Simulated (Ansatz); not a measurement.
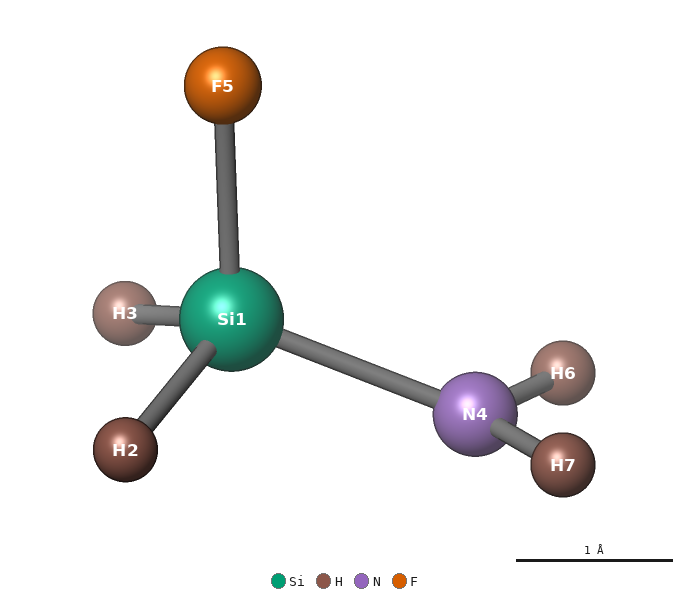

Orthographic view. Depth is shown by fading: the farther an atom, the more it takes the colour of the background. The computed structure is the end point of a PBE0-D4/def2-TZVP optimisation.

Give the geometry as a Z-matrix, atoms in numerical order, with these reference atoms: 2 to 1; 3 to 1, 2; 4 to 1, 3, 2; 5 to 1, 3, 2; 6 to 4, 1, 3; 7 to 4, 6, 1.

```
Si 
H    1   1.479
H    1   1.479   2   114.0
N    1   1.696   3   108.3   2   120.7
F    1   1.605   3   105.8   2  -115.9
H    4   1.006   1   121.9   3    40.7
H    4   1.006   6   111.8   1  -157.0
```
